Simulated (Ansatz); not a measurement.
**Geometry relaxation of BNH5F3**

BNH5F3, computed with RKS BLYP/def2-SVP (Ansatz 0.2.0).

The input holds or restrains some coordinates. Forces given for the steps count only the free coordinates. It belongs to a series of runs on one base structure; here: pulled along the bonds that form and break, towards end A. Figures and captions count atoms from 1; the log counts them from 0 in places.

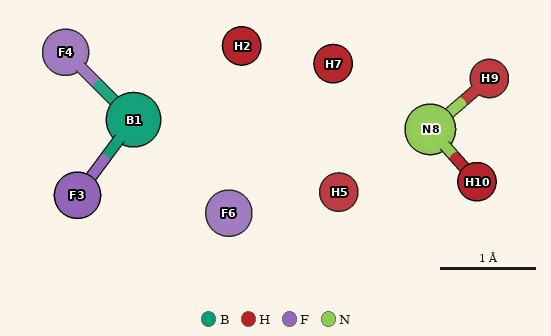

*The starting structure (ball-and-stick view, seen at a tilt; atoms are numbered from 1 in the order of the input).*

**Results in brief**

- outcome: converged under the restraints of the input
- total energy: −10391.4393 eV
- mean-field energy: −10391.4393 eV
- largest force (length of the vector) at the end, held atoms and coordinates included: 1.461 eV/Å
- hardware: 2 threads of AMD EPYC (Zen 4), 16 GiB of memory available, shared host
- wall time: 10 s (CPU time 18 s)
- peak memory: 0.15 GiB

**Input file**
```yaml
crystal:
  periodic: [false, false, false]
  atoms:
    - { symbol: B, position_ang: [-0.3067, -1.5161, -0.2085] }
    - { symbol: H, position_ang: [-1.0718, -0.2228, -0.3758] }
    - { symbol: F, position_ang: [-0.676, -2.1745, 0.8697] }
    - { symbol: F, position_ang: [-0.1048, -2.1531, -1.3411] }
    - { symbol: H, position_ang: [0.974, 0.4337, 0.2759] }
    - { symbol: F, position_ang: [1.1407, -0.7594, 0.1858] }
    - { symbol: H, position_ang: [-0.7295, 0.6841, -0.1867] }
    - { symbol: "N", position_ang: [0.2276, 1.5367, 0.1981] }
    - { symbol: H, position_ang: [0.5076, 2.2007, -0.503] }
    - { symbol: H, position_ang: [0.0388, 1.9706, 1.0856] }
basis:
  gaussian: { orbitals: def2-SVP }
hamiltonian:
  xc: blyp
relax:
  f_tol: 0.15
  max_steps: 25
  restrain:
    - { distance: [0, 5], at: 2.71, k: 30.0 }
    - { distance: [4, 7], at: 2.32, k: 30.0 }
    - { distance: [6, 1], at: 1.92, k: 30.0 }
    - { distance: [0, 1], at: 1.15, k: 30.0 }
    - { distance: [4, 5], at: 0.88, k: 30.0 }
    - { distance: [6, 7], at: 1.02, k: 30.0 }
output:
  orbitals: {}
```

Command:
```bash
ansatz run input.yaml --threads 2 --pin off --max-ram 3072MiB --backend cpu --events-out ev --progress --plain --runs-dir out
```

**Log**
```
The last accepted step is kept in [file] (removed where the run ends without a failure and the disk answers)
Engine: ansatz 0.2.0, x86_64-unknown-linux-gnu
Functional definition: BLYP
  parameter beta = 0.0042
  parameter a = 0.04918
  parameter b = 0.132
  parameter c = 0.2533
  parameter d = 0.349
  exchange = b88_x(beta = beta)
  correlation = lyp_c(a = a, b = b, c = c, d = d)
1060 factors; their error is unknown
mean field evaluation 1: about -10382.5976 eV, gradient 7.0e1 eV
mean field evaluation 2: about -10357.8597 eV, gradient 1.2e2 eV
mean field evaluation 4: about -10391.0217 eV, gradient 9.0e0 eV
mean field evaluation 8: about -10391.1524 eV, gradient 2.9e-1 eV
mean field evaluation 16: about -10391.0992 eV, gradient 3.0e-4 eV
mean field -10391.09916035 eV, -381.8658508029 hartree, gradient 4.3e-5 eV, S^2 0.000000; 0 other end points of the search recorded, 0 dependent functions left out
the calculation of the forces begins
reference -10391.09947098 eV, -381.8658622185 hartree; 22, 22 occupied and 73, 73 virtual orbitals, 1060 factors
relax step   1: F+E_penalty+E_count = -10391.09916035 eV  Δ(F+E_penalty+E_count) = +0.000e0 eV  max|allowed force component| = 3.437e0 eV/Å  E_restraint = 48.62723452 eV  max|allowed force component, restraints' pulls added| = 3.729e1 eV/Å  Δτ_max = 0.0000 Å  (28 SCF iters, accepted)
  distance B 0 - F 5 = 1.6802 Å
  distance H 4 - N 7 = 1.3341 Å
  distance H 6 - H 1 = 0.9876 Å
  distance B 0 - H 1 = 1.5119 Å
  distance H 4 - F 5 = 1.2081 Å
  distance H 6 - N 7 = 1.3383 Å
these checks for a lower state are left out or cut short: starts, cluster_reference, orbital_swaps, neighbouring_geometries, increment
1060 factors; their error is unknown
mean field -10391.56577680 eV, -381.8829986412 hartree, gradient 9.3e-6 eV, S^2 0.000000; 0 other end points of the search recorded, 0 dependent functions left out
[... from here on the field's lines of each further geometry are left out, up to the last ...]
relax step   2: F+E_penalty+E_count = -10391.56577680 eV  Δ(F+E_penalty+E_count) = -4.666e-1 eV  max|allowed force component| = 4.176e0 eV/Å  E_restraint = 21.95770415 eV  max|allowed force component, restraints' pulls added| = 2.262e1 eV/Å  Δτ_max = 0.1949 Å  (34 SCF iters, accepted)
relax step   3: F+E_penalty+E_count = -10391.25512859 eV  Δ(F+E_penalty+E_count) = +3.106e-1 eV  max|allowed force component| = 6.182e0 eV/Å  E_restraint = 5.59345738 eV  max|allowed force component, restraints' pulls added| = 1.222e1 eV/Å  Δτ_max = 0.1963 Å  (32 SCF iters, accepted)
relax step   4: F+E_penalty+E_count = -10391.25420407 eV  Δ(F+E_penalty+E_count) = +9.245e-4 eV  max|allowed force component| = 2.568e0 eV/Å  E_restraint = 0.64576372 eV  max|allowed force component, restraints' pulls added| = 5.257e0 eV/Å  Δτ_max = 0.1904 Å  (33 SCF iters, accepted)
relax step   5: F+E_penalty+E_count = -10391.25911910 eV  Δ(F+E_penalty+E_count) = -4.915e-3 eV  max|allowed force component| = 1.673e0 eV/Å  E_restraint = 0.08251836 eV  max|allowed force component, restraints' pulls added| = 1.687e0 eV/Å  Δτ_max = 0.1941 Å  (33 SCF iters, accepted)
relax step   6: F+E_penalty+E_count = -10391.25550735 eV  Δ(F+E_penalty+E_count) = +3.612e-3 eV  max|allowed force component| = 1.909e0 eV/Å  E_restraint = 0.25788717 eV  max|allowed force component, restraints' pulls added| = 5.029e0 eV/Å  Δτ_max = 0.1948 Å  (32 SCF iters, rejected (line search))
relax step   7: F+E_penalty+E_count = -10391.37634559 eV  Δ(F+E_penalty+E_count) = -1.172e-1 eV  max|allowed force component| = 1.384e0 eV/Å  E_restraint = 0.07199977 eV  max|allowed force component, restraints' pulls added| = 1.037e0 eV/Å  Δτ_max = 0.0949 Å  (28 SCF iters, accepted)
relax step   8: F+E_penalty+E_count = -10391.41643408 eV  Δ(F+E_penalty+E_count) = -4.009e-2 eV  max|allowed force component| = 1.332e0 eV/Å  E_restraint = 0.04297853 eV  max|allowed force component, restraints' pulls added| = 3.916e-1 eV/Å  Δτ_max = 0.1000 Å  (27 SCF iters, accepted)
the calculation of the forces begins
reference -10391.43933139 eV, -381.8783518579 hartree; 22, 22 occupied and 73, 73 virtual orbitals, 1060 factors
relax step   9: F+E_penalty+E_count = -10391.43901263 eV  Δ(F+E_penalty+E_count) = -2.258e-2 eV  max|allowed force component| = 1.307e0 eV/Å  E_restraint = 0.04017566 eV  max|allowed force component, restraints' pulls added| = 1.143e-1 eV/Å  Δτ_max = 0.0931 Å  (29 SCF iters, accepted)
  distance B 0 - F 5 = 2.7064 Å
  distance H 4 - N 7 = 2.3085 Å
  distance H 6 - H 1 = 1.9221 Å
  distance B 0 - H 1 = 1.1770 Å
  distance H 4 - F 5 = 0.9222 Å
  distance H 6 - N 7 = 1.0241 Å
1060 factors; their error is unknown
mean field evaluation 96: about -10391.4390 eV, gradient 1.4e-3 eV
```

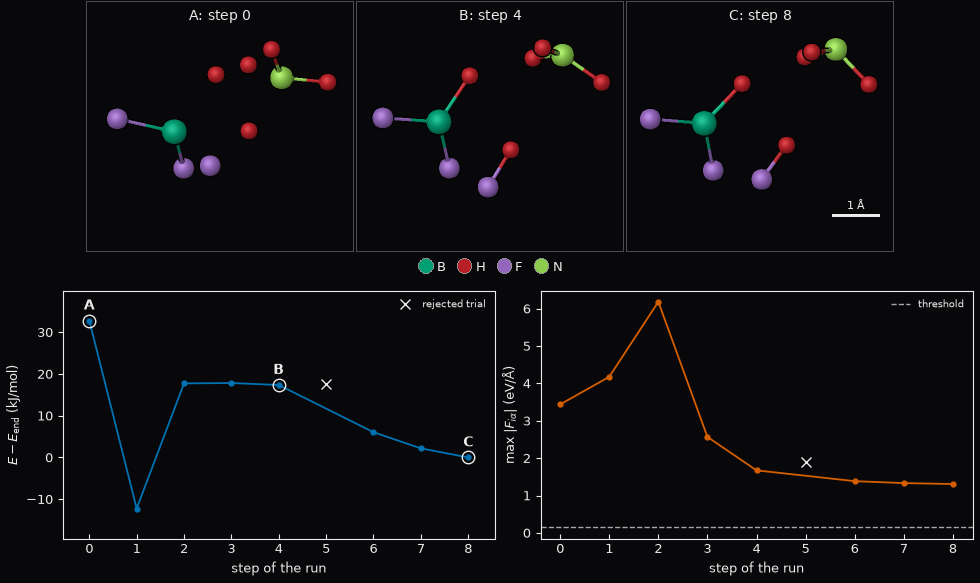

*Frames of the restrained relaxation (ball-and-stick view, seen at a tilt) above the curves, on which the letters mark them (the first geometry is step 0 here and step 1 in the log).*

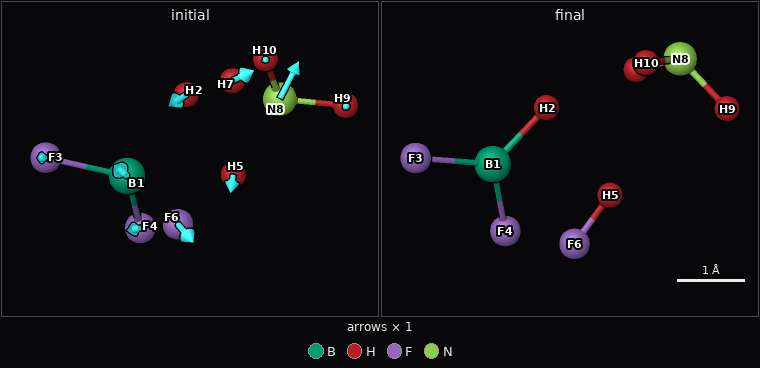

*Before (left) and after (right) the restrained relaxation, at one scale (ball-and-stick view, seen at a tilt). The teal arrows give the displacements, at true length.*

After 8 geometry steps the energy has fallen by 32.8 kJ/mol. The largest force component goes from 3.4 to 1.3 eV/Å. The line search rejected the trial step at point 5 (counted from 0) and went back. The largest move after the best rigid fit is that of N8, 0.68 Å. Largest moves by element: N 0.68 Å, F 0.56 Å, H 0.49 Å, B 0.47 Å. Distances before and after: B1–H2 1.512 → 1.177 Å, H7–N8 1.338 → 1.024 Å, H5–F6 1.208 → 0.922 Å, N8–H10 1.006 → 1.028 Å. New bonds form: B1–H2 (1.51 → 1.18 Å), H5–F6 (1.21 → 0.92 Å), H7–N8 (1.34 → 1.02 Å). Among the angles that change: H9–N8–H10 112.5° → 108.3°. (Atoms are counted from 1 in the order of the input.)

```
mean field -10391.43901263 eV, -381.8783401437 hartree, gradient 1.9e-5 eV, S^2 0.000000; 1 other end points of the search recorded, 0 dependent functions left out
the calculation of the forces begins
reference -10391.43933139 eV, -381.8783518579 hartree; 22, 22 occupied and 73, 73 virtual orbitals, 1060 factors
Total energy: -10391.43933139 eV, -381.8783518579 hartree
Atom 0 at    -0.703446    -1.740600    -0.332359 Å, force     0.406264    -0.724014     0.130443 eV/Å
Atom 1 at    -1.130928    -0.653868    -0.479416 Å, force    -0.323124     0.670730    -0.121760 eV/Å
Atom 2 at    -0.791312    -2.343190     0.847017 Å, force     0.001974    -0.012791    -0.030444 eV/Å
Atom 3 at    -0.224543    -2.419423    -1.366573 Å, force    -0.008763    -0.017034     0.025722 eV/Å
Atom 4 at     1.275203     0.287175     0.321265 Å, force    -0.653059     1.307052     0.023917 eV/Å
Atom 5 at     1.648798    -0.555396     0.289631 Å, force     0.395357    -1.181603    -0.072302 eV/Å
Atom 6 at    -0.622013     1.162773    -0.111439 Å, force    -0.099861    -0.057578    -0.053105 eV/Å
Atom 7 at    -0.199057     2.056004     0.156815 Å, force     0.346382    -0.087811     0.102416 eV/Å
Atom 8 at     0.612010     2.229735    -0.451161 Å, force    -0.025428     0.050171    -0.035936 eV/Å
Atom 9 at     0.135187     1.976691     1.126219 Å, force    -0.039741     0.052877     0.031050 eV/Å
Dipole moment:     0.013223     0.370023     0.032454 e Å
```

**Trajectory as extended XYZ (Å, eV, eV/Å), 9 frames, from step=1 to step=9**
```
10
Properties=species:S:1:pos:R:3:forces:R:3 step=1 energy=-10391.09916
B    -0.3067   -1.5161   -0.2085    0.9388   2.7206   0.3743
H    -1.0718   -0.2228   -0.3758   -0.0744  -2.3161  -0.2134
F    -0.6760   -2.1745    0.8697   -0.5432  -0.4517   0.8439
F    -0.1048   -2.1531   -1.3411   -0.0394  -0.3712  -1.0081
H     0.9740    0.4337    0.2759   -1.2100   1.7125  -0.1457
F     1.1407   -0.7594    0.1858   -0.6801  -0.8978  -0.2664
H    -0.7295    0.6841   -0.1867    1.6482   1.7717   0.7001
N     0.2276    1.5367    0.1981   -0.0173  -3.4373  -0.4414
H     0.5076    2.2007   -0.5030    0.1959   0.7298  -0.6241
H     0.0388    1.9706    1.0856   -0.2185   0.5393   0.7808
10
Properties=species:S:1:pos:R:3:forces:R:3 step=2 energy=-10391.56578
B    -0.4438   -1.5286   -0.2442   -0.4836   2.0616  -0.0670
H    -1.1095   -0.4120   -0.4033    0.3870  -1.3783   0.0241
F    -0.6849   -2.1836    0.8764   -0.0634  -0.5297   0.5976
F    -0.1090   -2.1617   -1.3516    0.2614  -0.5135  -0.5736
H     1.0596    0.3140    0.2852   -0.4524   0.1630  -0.1246
F     1.2703   -0.7002    0.2199   -0.2351   0.0935  -0.0401
H    -0.6581    0.8445   -0.1494    1.8504   2.5726   0.8393
N     0.1339    1.6156    0.1808   -0.9420  -4.1757  -0.7362
H     0.5084    2.2229   -0.5125    0.1063   0.9912  -0.8933
H     0.0329    1.9892    1.0988   -0.4287   0.7152   0.9740
10
Properties=species:S:1:pos:R:3:forces:R:3 step=3 energy=-10391.25513
B    -0.6292   -1.5692   -0.2941    1.2390  -1.2236   0.3468
H    -1.1388   -0.5442   -0.4223   -0.9498   1.0858  -0.2438
F    -0.6796   -2.1937    0.8846   -0.1744  -0.1381  -0.3007
F    -0.0998   -2.1725   -1.3573   -0.2488  -0.2086   0.1205
H     1.1774    0.1794    0.3012   -1.9806   6.1824   0.2485
F     1.4328   -0.6469    0.2627    1.8903  -5.9173  -0.2652
H    -0.6110    1.0048   -0.1195   -1.4358  -0.9310  -0.5859
N     0.0152    1.7035    0.1583    1.7249   0.1851   0.6042
H     0.5087    2.2386   -0.5281    0.1193   0.5534  -0.4891
H     0.0242    2.0001    1.1147   -0.1841   0.4119   0.5647
10
Properties=species:S:1:pos:R:3:forces:R:3 step=4 energy=-10391.25420
B    -0.7274   -1.6458   -0.3225    1.6372  -0.8610   0.4304
H    -1.2207   -0.6177   -0.4533   -1.0892   1.2529  -0.2511
F    -0.6854   -2.2140    0.8771   -0.2981  -0.3018  -0.2039
F    -0.1065   -2.1970   -1.3559   -0.3077  -0.3908  -0.0205
H     1.2778    0.1458    0.3252   -1.0650   2.5678   0.0527
F     1.6130   -0.6975    0.2974    0.8560  -2.1656  -0.0766
H    -0.6348    1.0854   -0.1204   -1.1991  -1.3559  -0.5630
N    -0.0770    1.8404    0.1500    1.2787   0.9114   0.5653
H     0.5277    2.2718   -0.5358    0.1142   0.1741  -0.0155
H     0.0331    2.0284    1.1382    0.0730   0.1689   0.0821
10
Properties=species:S:1:pos:R:3:forces:R:3 step=5 energy=-10391.25912
B    -0.6456   -1.6127   -0.3031   -0.7405  -1.6731  -0.2633
H    -1.3324   -0.6580   -0.4859    0.1797   0.7562   0.0649
F    -0.7629   -2.2769    0.8535    0.4665   0.3816  -0.2774
F    -0.1837   -2.2685   -1.3751    0.2679   0.3501   0.4913
H     1.3037    0.1362    0.3332   -0.3107   0.8232   0.0151
F     1.7993   -0.6609    0.3380   -0.1109  -0.4528  -0.0848
H    -0.6371    1.0977   -0.1219   -0.3466  -0.5168  -0.1808
N    -0.1425    1.9294    0.1440    0.5290   0.4091   0.2319
H     0.5484    2.2773   -0.5255   -0.0387  -0.0822   0.2614
H     0.0528    2.0362    1.1427    0.1044   0.0049  -0.2582
10
Properties=species:S:1:pos:R:3:forces:R:3 step=6 energy=-10391.25551 accepted=F
B    -0.7899   -1.7351   -0.3490    1.9087  -0.4870   0.4948
H    -1.3018   -0.6440   -0.4873   -0.3314  -0.3631  -0.0884
F    -0.6979   -2.3114    0.8736   -0.5361   0.3543  -1.1351
F    -0.1176   -2.3198   -1.3683   -1.0094   0.3424   0.7227
H     1.4156    0.2649    0.3708    0.1190  -1.6468  -0.2034
F     1.6425   -0.6977    0.2953   -0.4547   1.9077   0.1381
H    -0.6837    1.1584   -0.1270    0.1753   0.0300   0.0581
N    -0.1485    1.9831    0.1497    0.2410   0.0736   0.0321
H     0.5914    2.2650   -0.5028   -0.1362  -0.1389   0.2058
H     0.0897    2.0364    1.1450    0.0238  -0.0722  -0.2246
10
Properties=species:S:1:pos:R:3:forces:R:3 step=7 energy=-10391.37635
B    -0.7216   -1.6640   -0.3276    0.8159  -1.3845   0.1937
H    -1.3187   -0.6514   -0.4872   -0.2322   0.4309  -0.0573
F    -0.7146   -2.2792    0.8695   -0.0736   0.3956  -0.7537
F    -0.1384   -2.2830   -1.3694   -0.4208   0.3685   0.6177
H     1.3163    0.1721    0.3409   -0.3574   0.7772   0.0048
F     1.7219   -0.6720    0.3183    0.0221  -0.4425  -0.0617
H    -0.6431    1.1168   -0.1214   -0.1700  -0.3292  -0.0998
N    -0.1456    1.9533    0.1464    0.3627   0.3160   0.1496
H     0.5700    2.2716   -0.5116   -0.0300  -0.0980   0.1924
H     0.0735    2.0357    1.1421    0.0833  -0.0339  -0.1856
10
Properties=species:S:1:pos:R:3:forces:R:3 step=8 energy=-10391.41643
B    -0.7191   -1.7195   -0.3323    0.6073  -1.0707   0.1599
H    -1.2215   -0.6633   -0.4670   -0.3354   0.6499  -0.0944
F    -0.7655   -2.3500    0.8434   -0.0147   0.1664  -0.3122
F    -0.1971   -2.3596   -1.3797   -0.1556   0.1511   0.2571
H     1.3470    0.2477    0.3524   -0.6264   1.3324   0.0306
F     1.6686   -0.6177    0.3030    0.2832  -1.1308  -0.0961
H    -0.6379    1.1369   -0.1124    0.0787   0.0006   0.0209
N    -0.1519    1.9950    0.1493    0.0217   0.0100  -0.0007
H     0.5885    2.2740   -0.4963    0.0502  -0.0628   0.0721
H     0.0890    2.0564    1.1397    0.0911  -0.0460  -0.0372
10
Properties=species:S:1:pos:R:3:forces:R:3 step=9 energy=-10391.43901
B    -0.7034   -1.7406   -0.3324    0.4063  -0.7240   0.1304
H    -1.1309   -0.6539   -0.4794   -0.3231   0.6707  -0.1218
F    -0.7913   -2.3432    0.8470    0.0020  -0.0128  -0.0304
F    -0.2245   -2.4194   -1.3666   -0.0088  -0.0170   0.0257
H     1.2752    0.2872    0.3213   -0.6531   1.3071   0.0239
F     1.6488   -0.5554    0.2896    0.3954  -1.1816  -0.0723
H    -0.6220    1.1628   -0.1114   -0.0999  -0.0576  -0.0531
N    -0.1991    2.0560    0.1568    0.3464  -0.0878   0.1024
H     0.6120    2.2297   -0.4512   -0.0254   0.0502  -0.0359
H     0.1352    1.9767    1.1262   -0.0397   0.0529   0.0311
```

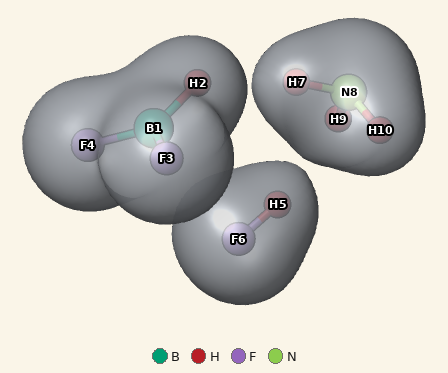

*Isosurface of the total electron density at 0.1 e/Å³ (grey), seen at a tilt.*

At this value the surface falls into three separate pieces. It is pinched off along the B···F (2.71 Å) contacts. On the grid the lowest density along these lines, outside the cores, is 0.08 e/Å³ (B···F, 2.71 Å), 1.5 e/Å³ (B–F, 1.33 Å), 2.4 e/Å³ (F–H, 0.92 Å) and 2.2 e/Å³ (N–H, 1.02 Å).

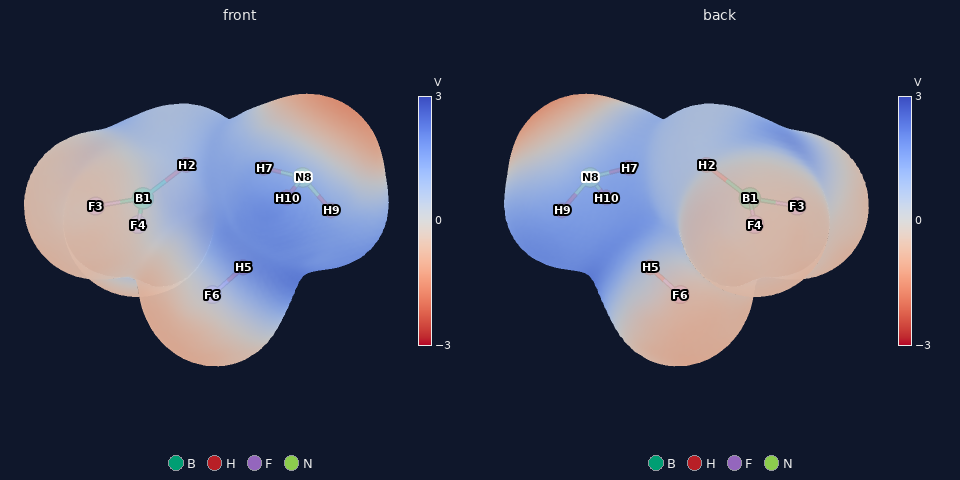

*The electrostatic potential painted on the density surface at 0.002 e/bohr³, seen at a tilt and from behind; the colour scale runs from red (negative) to blue (positive).*

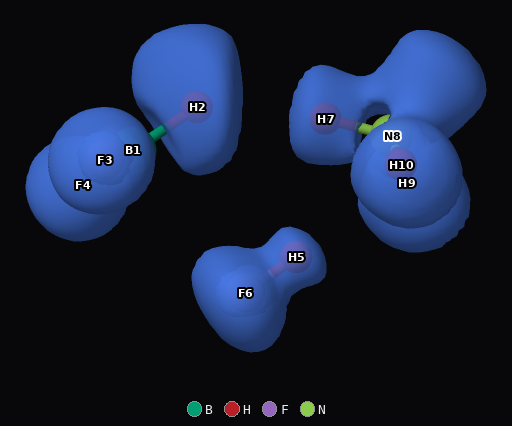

*Isosurface of the ELF at 0.75 (blue), seen face on. Only the valence region is drawn (cores and ρ < 0.01 e/Å³ removed).*

Along the contacts the grid gives the following. B1···F6 (2.71 Å): the ELF is only about 0.05 between them. B–F (1.33 Å): the ELF peaks at about 0.85 between the atoms, which marks a shared but strongly polarised pair.
